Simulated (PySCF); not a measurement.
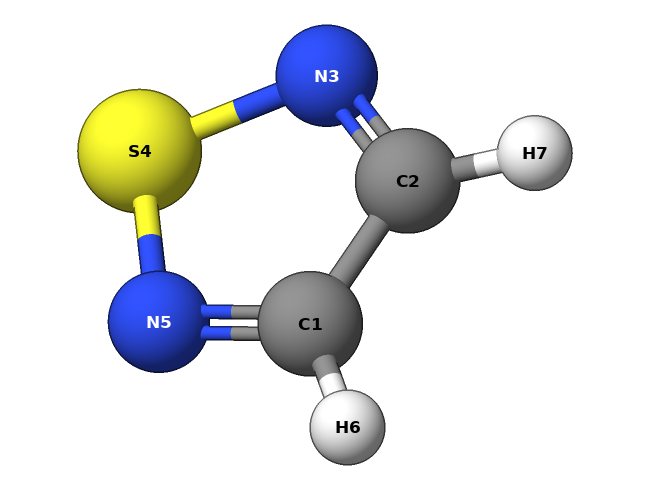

The computed structure is the end point of a GFN2-xTB optimisation. No frequency run is at hand to confirm it as a minimum. Properties computed with delta-SCF UKS SCAN, pcX-2 on the ionised atom, pcseg-1 elsewhere, spin-free X2C (PySCF 2.14.0).

Give the core-electron binding energies (to vacuum; p and d levels without spin–orbit splitting) of C1 1s, N3 1s, S4 1s, S4 2p.

```csv
atom,level,binding energy (eV)
C1,1s,292.0
N3,1s,405.6
S4,1s,2479.6
S4,2p,172.0
```
